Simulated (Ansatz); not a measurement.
Consider LiNO2.

```xyz
4

Li    1.1734   -1.2947   -0.0292
N    -0.1109   -0.2892    0.8896
O    -0.0082   -0.0413   -0.3658
O    -0.9086    0.3112    1.5466
```

Geometry: PBE0-D3(BJ)/def2-SVP.

Computed with isolated molecule in a Gaussian basis; Kohn-Sham density functional theory, functional PBE0 (Ansatz).

What can the converged electron density and electron localisation function tell about the bonding?

N–O (1.20 Å): ρ at the midpoint is about 3.7 e/Å³; the ELF peaks at about 0.85 between the atoms; a covalent bond.
Li–O (1.76 Å): ρ is about 0.63 e/Å³ halfway; the ELF peaks at about 0.90 in the valence shell of O, 0.5 Å from its nucleus, and falls to about 0.15 next to Li; an ionic contact with no shared pair.
Li–N (1.87 Å): ρ at the midpoint is about 0.45 e/Å³; the ELF peaks at about 0.80 in the valence shell of N, 0.6 Å from its nucleus, and is about 0.30 at the midpoint; a largely ionic contact.
N–O (1.28 Å): ρ is about 3 e/Å³ halfway; the ELF peaks at about 0.85 between the atoms; a covalent bond.

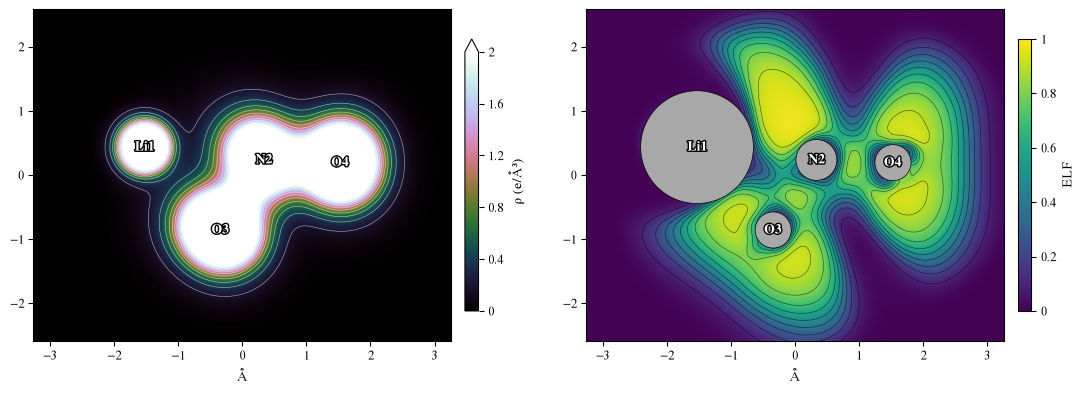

Computed electron density and electron localisation function on the molecular plane, in this order. Grey discs cover the atomic cores in the ELF map. 
